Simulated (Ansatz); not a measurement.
# Mn: how the settings move a single-point run

Question: which choices in the input matter for Mn?

Method: reference: DFT, LDA, PAW with Ansatz's default frozen-core files, scalar-relativistic, in Ansatz 0.2.0.

### 1 Starting point

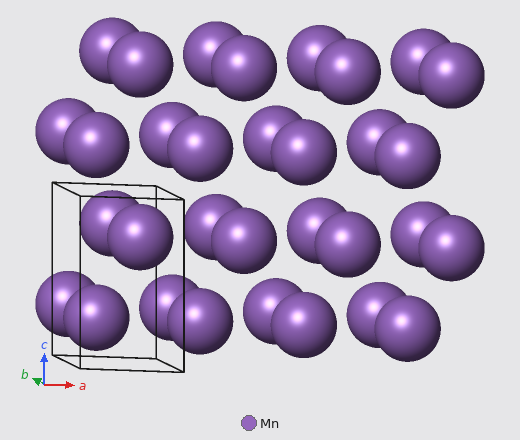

The starting structure, seen slightly off an axis (manganese purple). 4×2×2 cells are drawn.

Coordinates:

```cif
data_structure
_symmetry_space_group_name_H-M 'P 1'
_symmetry_Int_Tables_number 1
_cell_length_a 2.4836
_cell_length_b 2.4836
_cell_length_c 4.0262
_cell_angle_alpha 90.000
_cell_angle_beta 90.000
_cell_angle_gamma 120.000
_cell_volume 21.51
loop_
_atom_site_label
_atom_site_type_symbol
_atom_site_fract_x
_atom_site_fract_y
_atom_site_fract_z
_atom_site_occupancy
Mn1 Mn 0.66667 0.33333 0.75000 1
Mn2 Mn 0.33333 0.66667 0.25000 1
```

### 2 Baseline

Contents of input.yaml:

```yaml
crystal:
  lattice:
    - [2.4836457705, 0.0, 0.0]
    - [-1.2418228852, 2.1509003313, 0.0]
    - [0.0, 0.0, 4.026195]
  atoms:
    - { symbol: Mn, position: [0.6666666667, 0.3333333333, 0.75], spin: 4.0, spin_axis: [1.0, 0.0, 0.0] }
    - { symbol: Mn, position: [0.3333333333, 0.6666666667, 0.25], spin: 4.0, spin_axis: [1.0, 0.0, 0.0] }
magnetization:
  noncollinear: true
  spin_spiral: { q: [0.1111111111, 0.1111111111, 0.0] }
kpoints:
  mp_grid: { grid: [18, 18, 7] }
scf:
  occupations: { method: fermi_dirac, width: 0.05 }
  lower_state_search: "off"
hamiltonian:
  xc: lda
  pseudopotentials: { kind: paw }
output:
  eigenvalues: false
```

Started as:

```sh
ansatz run input.yaml --threads 2 --pin off --max-ram 5120MiB --backend cpu --events-out ev --progress --plain --runs-dir out
```

Excerpt of the output:

```text
[...]
Basis set: ecut = 420 eV, 391 PW (Γ)
[...]
k-points: 364 of 2268
[...]
SCF iter   1: F=—  HF=-7680.571868 eV  |F-HF|=—  |Δ(HF+E_count)|=         —  Δρ=3.30e-1  dr2=1.13e0  dr2_m=5.49e0  ethr=3.10e-3  |M|=4.72e0 ∫|m|=4.86e0 μB  |m|>n=0.0e0 m-floor=0.0e0 τ_xc=3.9e-17  β_m=0.30  ⟨swp⟩=4.7  Hψ=58800  notcnv=0  defer=3
preconditioner: auto → none  [metal: Δε(μ)=0.001 eV  Ē_g=4.779 eV  σ=0.050 eV  W_gap=0.01  n_scr=2 (ndim 8)  ℏωp=30.0 eV  f_vac=0.000  D(μ)=3.06/eV (n_scr^D=42)]
SCF iter   2: F=—  HF=-7680.861974 eV  |F-HF|=—  |Δ(HF+E_count)|=   2.90e-1  Δρ=2.37e-1  dr2=1.87e-2  dr2_m=2.81e0  ethr=3.10e-3  |M|=4.61e0 ∫|m|=4.75e0 μB  |m|>n=0.0e0 m-floor=0.0e0 τ_xc=2.8e-17  β_m=0.30  ⟨swp⟩=3.4  Hψ=28697  notcnv=0  defer=226
[...]
SCF iter  22: F=-7682.585529 eV  HF=-7682.585529 eV  |F-HF|=8.28e-11  |Δ(HF+E_count)|=  8.48e-10  Δρ=9.60e-7  dr2=7.40e-11  dr2_m=4.76e-11  ethr=1.66e-11  |M|=1.29e-5 ∫|m|=1.38e-5 μB  |m|>n=0.0e0 m-floor=0.0e0 τ_xc=1.3e-28  β_m=0.81  ⟨swp⟩=1.9  Hψ=37258  notcn
SCF iter  23: F=-7682.585529 eV  HF=-7682.585529 eV  |F-HF|=7.28e-12  |Δ(HF+E_count)|=  3.64e-12  Δρ=2.39e-7  dr2=7.18e-12  dr2_m=1.21e-12  ethr=1.00e-12  |M|=6.79e-7 ∫|m|=8.92e-7 μB  |m|>n=0.0e0 m-floor=0.0e0 τ_xc=1.0e-30  ⟨swp⟩=1.9  Hψ=39381  notcnv=0
[...]
SCF converged after 23 iterations
Magnetization: |M| = 0.0000 μB,  M = (+0.0000, -0.0000, +0.0000) μB
[...]
Free energy (F): -7682.585529 eV
[...]
E sigma→0 (E₀):  -7682.574990 eV
[...]
Fermi energy:    19.774887 eV
[...]
```

Wall time 69 s (2 threads of Intel Xeon Platinum 8488C (Sapphire Rapids), shared host); peak memory 0.81 GiB.

### 3 Variant: starting moments, lock_directions true

Contents of input.yaml:

```yaml
crystal:
  lattice:
    - [2.4836457705, 0.0, 0.0]
    - [-1.2418228852, 2.1509003313, 0.0]
    - [0.0, 0.0, 4.026195]
  atoms:
    - { symbol: Mn, position: [0.6666666667, 0.3333333333, 0.75], spin: 4.0, spin_axis: [0.5, 0.0, 0.8660254] }
    - { symbol: Mn, position: [0.3333333333, 0.6666666667, 0.25], spin: 4.0, spin_axis: [0.5, 0.0, 0.8660254] }
magnetization:
  noncollinear: true
  spin_spiral: { q: [0.1111111111, 0.1111111111, 0.0] }
  spin_locking: { lock_directions: true }
kpoints:
  mp_grid: { grid: [18, 18, 7] }
scf:
  occupations: { method: fermi_dirac, width: 0.05 }
  lower_state_search: "off"
hamiltonian:
  xc: lda
  pseudopotentials: { kind: paw }
output:
  eigenvalues: false
```

Started as:

```sh
ansatz run input.yaml --threads 2 --pin off --max-ram 5120MiB --backend cpu --events-out ev --progress --plain --runs-dir out
```

What it wrote:

```text
Warning: magnetization.spin_spiral: disabling space-group detection — beside a Hubbard shell, its report or a lock it is not worked out which of the operations that keep the spiral keep those too, and one that does not would average them into another order's, and files of the run's orbitals state none, so no spatial operation reduces the k-mesh or symmetrises the density; of a planar spiral with no Hubbard correction or report and no files of its own orbitals, on a mesh that holds points beside their negatives, k and −k, whose spinors are each other's conjugates with the components exchanged, are solved as one point, and the moment along z is held at nought; crystal.symmetry.detect: false solves the whole mesh
settings of this run that can trade accuracy for cost: output.eigenvalues: false. Do not mix this run's numbers with those of runs without the same settings; the input reference describes each key
Engine: ansatz 0.2.0
Pseudopotentials: kind: paw
Pseudopotential: Mn, paw, valence charge 15, recommended cutoff 420 eV (normal)
Functional definition: SPW92
  exchange = slater_x
  correlation = pw_c
Crystal: 2 atoms, lattice volume = 21.508 Å³
Basis set: ecut = 420 eV, 391 PW (Γ)
Bands: 38, of which v1, the nominal top of the filled ones, is band 30 counted from 1 (29 counted from 0)
Symmetry: 1 space group operations
k-points: 2268
Spin spiral: q = (0.1111111111, 0.1111111111, 0) of the reciprocal vectors; moments are told in the frame that turns with it, a site's in that at the site
Non-local potential: Mn, projectors of the file, l = 0: 3, l = 1: 2, l = 2: 3, l = 3: 1
PAW form: soft (Blöchl's): semilocal exchange-correlation on the pseudo side does not see the compensation charge
PAW frozen core: Mn, regenerated for the run's functional, and the local potential with it (the file was generated under x = pbe(κ = 0.804, μ = 0.2195149727645171), c = pbe(β = 0.06672455060314922))
PAW one-centre angular grid: Mn, 590 points (default); XC on 64 Gauss nodes
Initial density: superposition of atomic densities (chi_scale 0.1, normalization cell)
Starting moments: Σ|m| = 8 μB on 2 of 2 sites
Initial wavefunctions: pseudopotential atomic-orbital guess
Functional: x = slater, c = lda
SCF iter   1: F=-7680.629286 eV  HF=-7680.316748 eV  |F-HF|=3.13e-1  |Δ(HF+E_count)|=         —  Δρ=3.14e-1  dr2=1.09e0  dr2_m=5.84e0  ethr=3.10e-3  |M|=4.77e0 ∫|m|=4.82e0 μB  |m|>n=0.0e0 m-floor=0.0e0 τ_xc=2.7e-17  β_m=0.30  ⟨swp⟩=4.6  Hψ=364580  notcnv=0  defer=12
preconditioner: auto → none  [metal: Δε(μ)=0.002 eV  Ē_g=4.757 eV  σ=0.050 eV  W_gap=0.01  n_scr=2 (ndim 8)  ℏωp=30.0 eV  f_vac=0.000  D(μ)=4.00/eV (n_scr^D=66)]
SCF iter   2: F=-7681.318705 eV  HF=-7680.647541 eV  |F-HF|=6.71e-1  |Δ(HF+E_count)|=   3.31e-1  Δρ=2.20e-1  dr2=2.15e-2  dr2_m=3.17e0  ethr=3.10e-3  |M|=4.58e0 ∫|m|=4.62e0 μB  |m|>n=0.0e0 m-floor=0.0e0 τ_xc=2.3e-17  β_m=0.59  ⟨swp⟩=3.4  Hψ=177744  notcnv=0  defer=1006
SCF iter   3: F=-7680.218813 eV  HF=-7682.370948 eV  |F-HF|=2.15e0  |Δ(HF+E_count)|=    1.72e0  Δρ=2.35e-1  dr2=2.77e0  dr2_m=3.21e0  ethr=7.16e-5  |M|=2.67e0 ∫|m|=2.74e0 μB  |m|>n=0.0e0 m-floor=0.0e0 τ_xc=9.0e-18  β_m=0.52  ⟨swp⟩=4.8  Hψ=295039  notcnv=0  defer=992
SCF iter   4: F=-7682.416947 eV  HF=-7682.345616 eV  |F-HF|=7.13e-2  |Δ(HF+E_count)|=   2.53e-2  Δρ=9.18e-2  dr2=5.04e-2  dr2_m=4.42e-1  ethr=7.16e-5  |M|=1.40e0 ∫|m|=1.46e0 μB  |m|>n=0.0e0 m-floor=0.0e0 τ_xc=2.4e-18  β_m=0.79  ⟨swp⟩=4.7  Hψ=316010  notcnv=0  defer=829
SCF iter   5: F=-7682.487258 eV  HF=-7682.659219 eV  |F-HF|=1.72e-1  |Δ(HF+E_count)|=   3.14e-1  Δρ=6.01e-2  dr2=2.45e-1  dr2_m=2.33e-1  ethr=7.16e-5  |M|=3.71e-1 ∫|m|=3.94e-1 μB  |m|>n=0.0e0 m-floor=0.0e0 τ_xc=2.0e-19  β_m=0.70  ⟨swp⟩=3.5  Hψ=226180  notcnv=0  defer=844
SCF iter   6: F=-7652.490989 eV  HF=-7684.469112 eV  |F-HF|=3.20e1  |Δ(HF+E_count)|=    1.81e0  Δρ=3.40e-1  dr2=3.37e1  dr2_m=2.35e0  ethr=7.16e-5  |M|=1.21e0 ∫|m|=1.23e0 μB  |m|>n=0.0e0 m-floor=0.0e0 τ_xc=2.2e-18  β_m=0.38  ⟨swp⟩=4.7  Hψ=283494  notcnv=0  defer=1212  recentre
SCF iter   7: F=-7682.557931 eV  HF=-7682.659902 eV  |F-HF|=1.02e-1  |Δ(HF+E_count)|=    1.81e0  Δρ=6.69e-2  dr2=1.57e-1  dr2_m=2.30e-1  ethr=7.16e-5  |M|=3.74e-1 ∫|m|=3.87e-1 μB  |m|>n=0.0e0 m-floor=0.0e0 τ_xc=9.1e-20  β_m=0.32  ⟨swp⟩=4.3  Hψ=255572  notcnv=0  defer=1299
SCF iter   8: F=-7682.559643 eV  HF=-7682.561530 eV  |F-HF|=1.89e-3  |Δ(HF+E_count)|=   9.84e-2  Δρ=2.78e-2  dr2=1.73e-2  dr2_m=6.59e-2  ethr=7.16e-5  |M|=4.05e-1 ∫|m|=4.25e-1 μB  |m|>n=0.0e0 m-floor=0.0e0 τ_xc=1.5e-19  β_m=0.71  ⟨swp⟩=3.2  Hψ=155930  notcnv=0  defer=1357
SCF iter   9: F=-7682.569757 eV  HF=-7682.564551 eV  |F-HF|=5.21e-3  |Δ(HF+E_count)|=   3.02e-3  Δρ=2.66e-2  dr2=4.50e-3  dr2_m=5.31e-2  ethr=5.78e-5  |M|=3.69e-1 ∫|m|=3.83e-1 μB  |m|>n=0.0e0 m-floor=0.0e0 τ_xc=1.4e-19  β_m=0.85  ⟨swp⟩=2.1  Hψ=125722  notcnv=0  defer=1359
SCF iter  10: F=-7682.583378 eV  HF=-7682.581714 eV  |F-HF|=1.66e-3  |Δ(HF+E_count)|=   1.72e-2  Δρ=1.16e-2  dr2=9.88e-5  dr2_m=1.01e-2  ethr=1.50e-5  |M|=1.48e-1 ∫|m|=1.53e-1 μB  |m|>n=0.0e0 m-floor=0.0e0 τ_xc=2.3e-20  β_m=0.73  ⟨swp⟩=3.1  Hψ=180145  notcnv=0  defer=1363
SCF iter  11: F=-7682.583742 eV  HF=-7682.582311 eV  |F-HF|=1.43e-3  |Δ(HF+E_count)|=   5.97e-4  Δρ=1.07e-2  dr2=5.52e-6  dr2_m=8.23e-3  ethr=3.29e-7  |M|=1.35e-1 ∫|m|=1.39e-1 μB  |m|>n=0.0e0 m-floor=0.0e0 τ_xc=1.9e-20  β_m=0.72  ⟨swp⟩=2.0  Hψ=161465  notcnv=0  defer=1342
SCF iter  12: F=-7682.584673 eV  HF=-7682.584058 eV  |F-HF|=6.15e-4  |Δ(HF+E_count)|=   1.75e-3  Δρ=7.30e-3  dr2=5.33e-5  dr2_m=3.79e-3  ethr=1.84e-8  |M|=9.08e-2 ∫|m|=9.38e-2 μB  |m|>n=0.0e0 m-floor=0.0e0 τ_xc=8.6e-21  β_m=0.71  ⟨swp⟩=3.2  Hψ=193446  notcnv=0  defer=1342
SCF iter  13: F=-7682.585441 eV  HF=-7682.585369 eV  |F-HF|=7.18e-5  |Δ(HF+E_count)|=   1.31e-3  Δρ=2.29e-3  dr2=3.09e-6  dr2_m=4.03e-4  ethr=1.84e-8  |M|=3.00e-2 ∫|m|=3.07e-2 μB  |m|>n=0.0e0 m-floor=0.0e0 τ_xc=9.1e-22  β_m=0.85  ⟨swp⟩=3.4  Hψ=225969  notcnv=0  defer=1338
SCF iter  14: F=-7682.585523 eV  HF=-7682.585528 eV  |F-HF|=5.75e-6  |Δ(HF+E_count)|=   1.59e-4  Δρ=1.60e-4  dr2=6.39e-6  dr2_m=5.45e-7  ethr=1.03e-8  |M|=9.26e-4 ∫|m|=1.64e-3 μB  |m|>n=0.0e0 m-floor=0.0e0 τ_xc=4.3e-24  β_m=0.93  ⟨swp⟩=3.1  Hψ=191908  notcnv=0  defer=1304
SCF iter  15: F=-7682.584947 eV  HF=-7682.585548 eV  |F-HF|=6.01e-4  |Δ(HF+E_count)|=   1.96e-5  Δρ=1.48e-3  dr2=6.26e-4  dr2_m=2.95e-6  ethr=1.03e-8  |M|=2.23e-3 ∫|m|=2.42e-3 μB  |m|>n=0.0e0 m-floor=0.0e0 τ_xc=9.7e-24  β_m=0.50  ⟨swp⟩=2.2  Hψ=149060  notcnv=0  defer=1300  recentre
SCF iter  16: F=-7682.585529 eV  HF=-7682.585529 eV  |F-HF|=1.73e-7  |Δ(HF+E_count)|=   1.92e-5  Δρ=1.76e-4  dr2=2.09e-7  dr2_m=2.03e-6  ethr=1.03e-8  |M|=1.27e-3 ∫|m|=1.31e-3 μB  |m|>n=0.0e0 m-floor=0.0e0 τ_xc=2.2e-24  β_m=0.75  ⟨swp⟩=2.9  Hψ=166820  notcnv=0  defer=1300
SCF iter  17: F=-7682.585528 eV  HF=-7682.585528 eV  |F-HF|=2.81e-7  |Δ(HF+E_count)|=   3.71e-7  Δρ=6.41e-5  dr2=3.51e-7  dr2_m=2.82e-7  ethr=3.33e-10  |M|=8.46e-4 ∫|m|=9.20e-4 μB  |m|>n=0.0e0 m-floor=0.0e0 τ_xc=1.3e-24  β_m=0.88  ⟨swp⟩=3.0  Hψ=230900  notcnv=0
SCF iter  18: F=-7682.585531 eV  HF=-7682.585530 eV  |F-HF|=8.89e-7  |Δ(HF+E_count)|=   1.28e-6  Δρ=2.87e-4  dr2=5.71e-8  dr2_m=5.35e-6  ethr=3.33e-10  |M|=1.37e-3 ∫|m|=1.46e-3 μB  |m|>n=0.0e0 m-floor=0.0e0 τ_xc=4.5e-24  β_m=0.76  ⟨swp⟩=2.0  Hψ=224627  notcnv=0  recentre
SCF iter  19: F=-7682.585530 eV  HF=-7682.585529 eV  |F-HF|=7.07e-7  |Δ(HF+E_count)|=   2.79e-7  Δρ=2.52e-4  dr2=3.03e-8  dr2_m=4.18e-6  ethr=1.90e-10  |M|=1.21e-3 ∫|m|=1.29e-3 μB  |m|>n=0.0e0 m-floor=0.0e0 τ_xc=3.7e-24  β_m=0.63  ⟨swp⟩=2.0  Hψ=158949  notcnv=0
SCF iter  20: F=-7682.585530 eV  HF=-7682.585529 eV  |F-HF|=5.32e-7  |Δ(HF+E_count)|=   2.52e-7  Δρ=2.14e-4  dr2=1.51e-8  dr2_m=3.11e-6  ethr=1.01e-10  |M|=1.05e-3 ∫|m|=1.10e-3 μB  |m|>n=0.0e0 m-floor=0.0e0 τ_xc=2.8e-24  β_m=0.72  ⟨swp⟩=2.0  Hψ=141301  notcnv=0
SCF iter  21: F=-7682.585529 eV  HF=-7682.585529 eV  |F-HF|=2.35e-7  |Δ(HF+E_count)|=   4.04e-7  Δρ=1.53e-4  dr2=2.45e-9  dr2_m=1.35e-6  ethr=5.04e-11  |M|=7.07e-4 ∫|m|=7.83e-4 μB  |m|>n=0.0e0 m-floor=0.0e0 τ_xc=9.8e-25  β_m=0.84  ⟨swp⟩=3.0  Hψ=222261  notcnv=0
iter 22 did not close the SCF: its close was put off for a magnetic moment that had not settled (scf_convergence_deferred on its scf_iter line)
SCF iter  22: F=-7682.585528 eV  HF=-7682.585529 eV  |F-HF|=2.12e-8  |Δ(HF+E_count)|=   2.90e-7  Δρ=1.16e-5  dr2=2.48e-8  dr2_m=9.98e-9  ethr=8.16e-12  |M|=6.60e-5 ∫|m|=8.18e-5 μB  |m|>n=0.0e0 m-floor=0.0e0 τ_xc=9.9e-27  β_m=0.69  ⟨swp⟩=4.0  Hψ=257574  notcnv=0
SCF iter  23: F=-7682.585527 eV  HF=-7682.585529 eV  |F-HF|=1.18e-6  |Δ(HF+E_count)|=   3.50e-8  Δρ=6.54e-5  dr2=1.23e-6  dr2_m=2.92e-9  ethr=8.16e-12  |M|=4.79e-5 ∫|m|=5.65e-5 μB  |m|>n=0.0e0 m-floor=0.0e0 τ_xc=3.7e-27  β_m=0.37  ⟨swp⟩=3.0  Hψ=183868  notcnv=0  defer=1334  recentre
iter 24 did not close the SCF: its close was put off for a magnetic moment that had not settled (scf_convergence_deferred on its scf_iter line)
SCF iter  24: F=-7682.585528 eV  HF=-7682.585529 eV  |F-HF|=4.58e-8  |Δ(HF+E_count)|=   3.84e-8  Δρ=1.30e-5  dr2=4.80e-8  dr2_m=7.48e-10  ethr=8.16e-12  |M|=2.49e-5 ∫|m|=3.13e-5 μB  |m|>n=0.0e0 m-floor=0.0e0 τ_xc=2.2e-27  β_m=0.30  ⟨swp⟩=2.0  Hψ=320299  notcnv=0
iter 25 did not close the SCF: its close was put off for a magnetic moment that had not settled (scf_convergence_deferred on its scf_iter line)
SCF iter  25: F=-7682.585529 eV  HF=-7682.585529 eV  |F-HF|=1.89e-10  |Δ(HF+E_count)|=   1.46e-9  Δρ=1.98e-6  dr2=1.80e-11  dr2_m=2.78e-10  ethr=8.16e-12  |M|=1.18e-5 ∫|m|=1.79e-5 μB  |m|>n=0.0e0 m-floor=0.0e0 τ_xc=8.6e-28  β_m=0.47  ⟨swp⟩=2.0  Hψ=233261  notcnv=0
iter 26 did not close the SCF: its close was put off for a magnetic moment that had not settled (scf_convergence_deferred on its scf_iter line)
SCF iter  26: F=-7682.585529 eV  HF=-7682.585529 eV  |F-HF|=4.55e-12  |Δ(HF+E_count)|=  2.32e-10  Δρ=8.85e-7  dr2=3.13e-11  dr2_m=5.34e-11  ethr=1.00e-12  |M|=6.61e-6 ∫|m|=7.61e-6 μB  |m|>n=0.0e0 m-floor=0.0e0 τ_xc=1.2e-28  β_m=0.48  ⟨swp⟩=1.8  Hψ=219775  notcnv=0
SCF iter  27: F=-7682.585529 eV  HF=-7682.585529 eV  |F-HF|=3.64e-12  |Δ(HF+E_count)|=  2.36e-11  Δρ=8.42e-8  dr2=1.57e-12  dr2_m=7.75e-13  ethr=1.00e-12  |M|=4.07e-7 ∫|m|=1.05e-6 μB  |m|>n=0.0e0 m-floor=0.0e0 τ_xc=3.6e-30  ⟨swp⟩=1.0  Hψ=180421  notcnv=0
WARN: the starting moments were not kept: the SCF closed with an absolute magnetisation of 1.0e-6 μB, where they sum to 8 μB in size (2 sites). That is at most 0.1 of that sum. Measured as dr2_m measures the in/out step, that magnetisation stands 3.6e-13 eV from none, at or under the dr2_threshold of 1.0e-7 eV: it is no larger than a step whose dr2_m would equal this threshold. The system may hold no moment; this SCF shows only that its start led to no more than that. To try another start: raise the starting moments (crystal.atoms[].spin, magnetization.per_species, magnetization.initial_magnetization, or on a non-collinear deck that types none of these the spinor_matrix: blocks that start its atoms; where the total moment is fixed, keep their sum and leave initial_magnetization as it is; typed ones take the place of any that the run laid by itself, positive ones on a crystal's lanthanoids without a Hubbard term where scf.initial_density.shell_occupations: [] is typed) or, if the notice of its spin-set hold's release reads "site moments contracting" or "site moments show no strong build", lengthen the hold (scf.mixing.spin_hold: { on: { confirm: 4 } }; for m-r²SCAN on two components see the key's manual first). Each may lead to a state that holds a moment.
SCF 1 converged in 27 iterations: F = -7682.585529 eV  dr2 = 1.57e-12
SCF converged after 27 iterations
Stability not checked: this state was not tested for a lower state beside it, because a magnetisation constraint still acts at the end of the SCF (magnetization_constraint; see scf.lower_state_search)
Magnetization: |M| = 0.0000 μB,  M = (+0.0000, +0.0000, +0.0000) μB
Absolute magnetization: 0.0000 μB (∫|m|, with the PAW one-centre terms)
  site 0: m = (+0.0000, +0.0000, +0.0000) μB, |m| = 0.0000 μB  (R = 1.02 Å)
  site 1: m = (+0.0000, -0.0000, -0.0000) μB, |m| = 0.0000 μB  (R = 1.02 Å)
--- Magnetisation constraints (ε_frz = 1.0e-4 eV) ---
  site  kind           target                            achieved (μB)             |Δ|max (μB)  g (eV/μB)                    λ_eff  esc  ok   flags
  0     per_site_axis  ê (+0.500, +0.000, +0.866) ≥0.00  (+0.000, +0.000, +0.000)  1.78e-7      (+6.7e-8, +3.6e-7, -3.9e-8)  1.000  0    yes
  1     per_site_axis  ê (+0.500, +0.000, +0.866) ≥0.00  (+0.000, -0.000, -0.000)  1.78e-7      (+3.1e-7, -3.6e-7, -2.8e-7)  1.000  0    yes  wrong-sign
Free energy (F): -7682.585529 eV
Harris-Foulkes:  -7682.585529 eV  (|F-HF|=3.64e-12)
Internal energy: -7682.564452 eV  (E = F + TS)
E sigma→0 (E₀):  -7682.574990 eV
Entropy (-TS):   -0.021076 eV (-10.538 meV/atom)
Fermi energy:    19.774888 eV
--- Per-component energies (eV) ---
  E_band       = -319.653395
  E_kinetic    = 617.919949
  E_local      = -3134.449402  (includes V_loc(G=0)·N_el)
  E_nonlocal   = 481.386858
  E_hartree    = 1299.090370
  E_xc         = -230.636805
  E_vxc        = -296.888559  (∫ρ·V_xc dr)
  E_paw        = -2477.346862  (= ΣΔE_a)
  E_vpaw       = -585.803004  (= ΣTr[D̂ρ^β])
  E_aug_tail   = -0.000018  (compensation charges beyond the density's cutoff)
  E_constr_dc  = 0.000000  (∫m·b dr)
  E_ewald      = -4239.296449
  E_core_change = 0.767906  (= ΣΔE_core)
  E_smearing   = -0.021076  (= −TS)
  E_closure    = 0.000000  (closes the sum)
  E_penalty    = 0.000000  (constraint; not in F)
  Σ components = -7682.585529   (vs F -7682.585529, Δ=0.00e0)
settings of this run that can trade accuracy for cost: output.eigenvalues: false. Do not mix this run's numbers with those of runs without the same settings; the input reference describes each key
```

Run time: 12 min. Hardware: 2 threads of Intel Xeon Platinum 8488C (Sapphire Rapids), shared host; peak memory 3.2 GiB.

With the changed spin start the energy stays within 0.5 meV/atom: no moment survives, so both runs end on the same non-magnetic state.

### 4 Comparison

| run | ending | energy change | gap (eV) | cycles | time |
| --- | --- | --- | --- | --- | --- |
| reference | converged | 0 | 0.00 | 23 | 69 s |
| 1: starting moments, lock_directions true | converged | 0.0 meV/atom | 0.00 | 27 | 12 min |

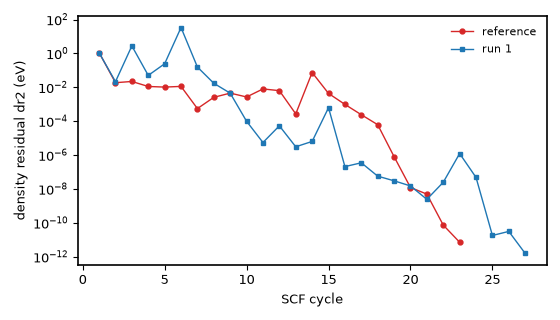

Residual by cycle in the longest SCF loop of each run; runs are numbered as in the table.

What this shows: With the changed spin start the energy stays within 0.5 meV/atom: no moment survives, so both runs end on the same non-magnetic state.
